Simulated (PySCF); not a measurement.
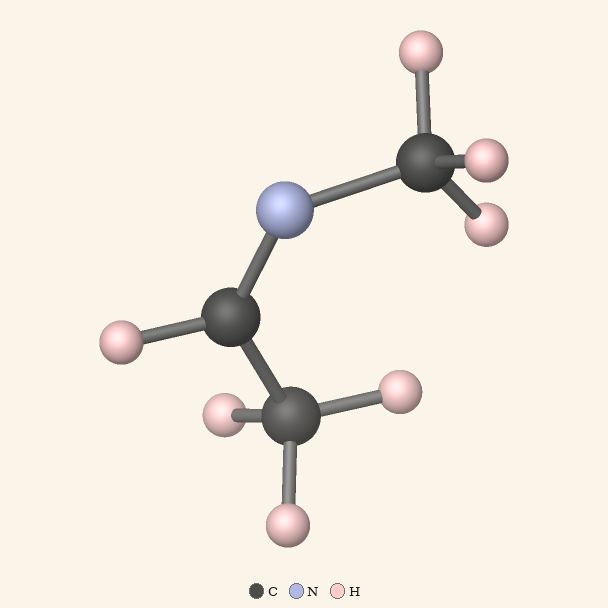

Ball-and-stick drawing of a structure.

Which formula does it have?

Answer. C₃H₇N, 11 atoms: 3 carbon, 7 hydrogen and 1 nitrogen.

Name functional groups in it.

Answer. Among them: imine.

Give the symmetry (Schoenflies symbol).

Answer. Cs.

The parts below concern this one geometry. Atoms keep their numbers from picture to picture. Computed geometry: PBE0-D3(BJ)/def2-SVP optimisation. No frequency run is at hand to confirm it as a minimum.

Geometry

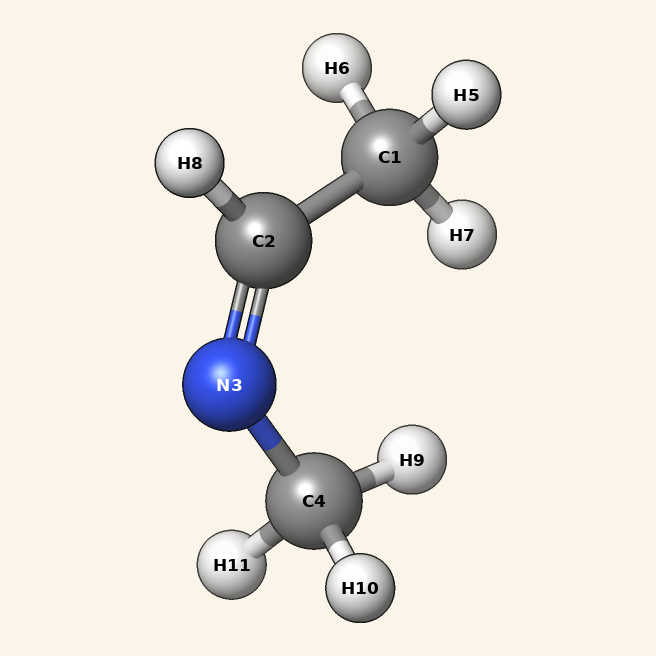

No frequency run is at hand to confirm it as a minimum.

Estimate the angles C2–C1–H5, C2–C1–H6, C2–C1–H7, C1–C2–N3, C1–C2–H8, N3–C2–H8, C2–N3–C4, N3–C4–H9, N3–C4–H10, N3–C4–H11.

```
    angle  degrees
 C2–C1–H5    109.7
 C2–C1–H6    109.7
 C2–C1–H7    114.0
 C1–C2–N3    130.4
 C1–C2–H8    114.1
 N3–C2–H8    115.5
 C2–N3–C4    122.6
 N3–C4–H9    116.8
N3–C4–H10    108.8
N3–C4–H11    108.8
```

Electronic properties

No frequency run is at hand to confirm it as a minimum. Level of theory: CAM-B3LYP/def2-SVPD in chloroform (IEF-PCM) (PySCF 2.14.0). Excitations: vertical, linear response.

Estimate the lowest vertical singlet excitation.

Answer. 5.16 eV.

Estimate the mean static polarisability.

Answer. 57.6 bohr³.

What is the HOMO energy (Kohn–Sham orbital)?

Answer. −8.45 eV.

What is the LUMO energy (Kohn–Sham orbital)?

Answer. 1.32 eV.

Bond orders

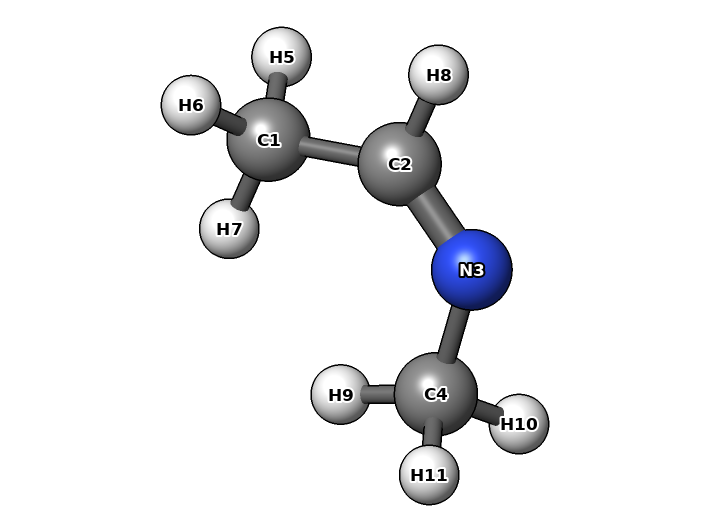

The thickness of each stick grows with its Mayer bond order. No frequency run is at hand to confirm it as a minimum. Computed with PBE0/pcSseg-1 in chloroform (IEF-PCM) (PySCF 2.14.0).

Which bond has the highest Mayer bond order?

Answer. C2–N3, 1.97, at a length of 1.267 Å.

List the Mayer bond orders of C1–C2, C1–H5, C1–H6, C1–H7, C2–N3, C2–H8, N3–C4, C4–H9, C4–H10, C4–H11. Atoms whose distances differ by more than 0.02 Å in this geometry are listed apart.

```
  bond  Mayer order  length (Å)
 C1–C2         1.03       1.501
 C1–H5         0.94       1.102
 C1–H6         0.94       1.102
 C1–H7         0.95       1.097
 C2–N3         1.97       1.267
 C2–H8         0.95       1.105
 N3–C4         0.98       1.434
 C4–H9         0.94       1.106
C4–H10         0.96       1.102
C4–H11         0.96       1.102
```

Dipole moment

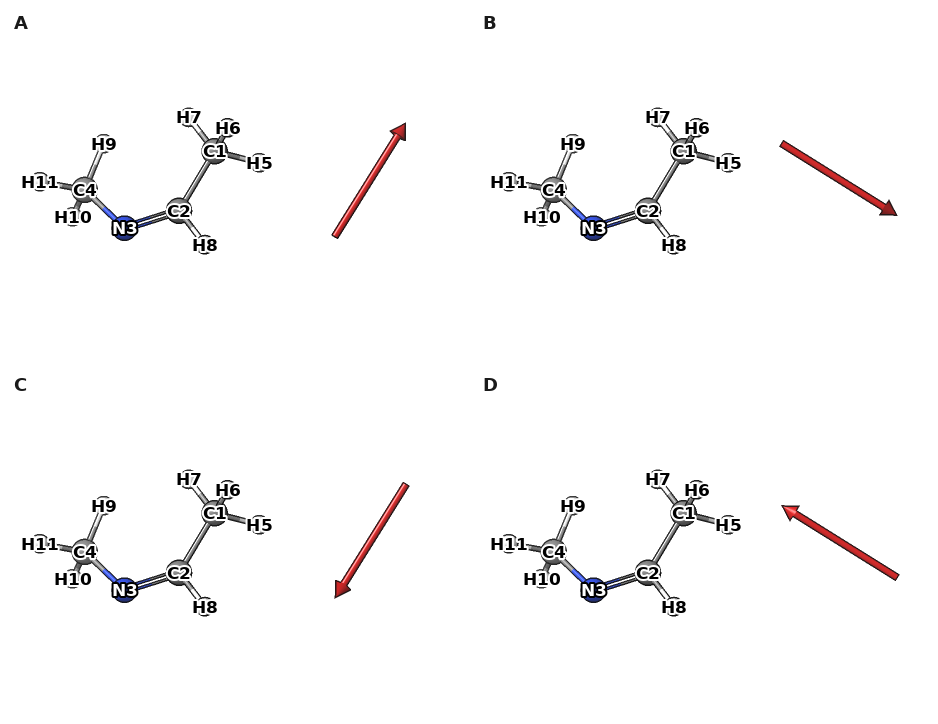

The same molecule four times, each with an arrow. No frequency run is at hand to confirm it as a minimum. Level of theory: CAM-B3LYP/def2-SVPD, gas phase (PySCF 2.14.0).

Which arrow points along the dipole moment, from the negative to the positive end?

Answer. A. The dipole moment is 2.04 D; it points from the side of N3, H10, H11 to the side of H5, H6, H7 (the outermost atoms at the two ends).
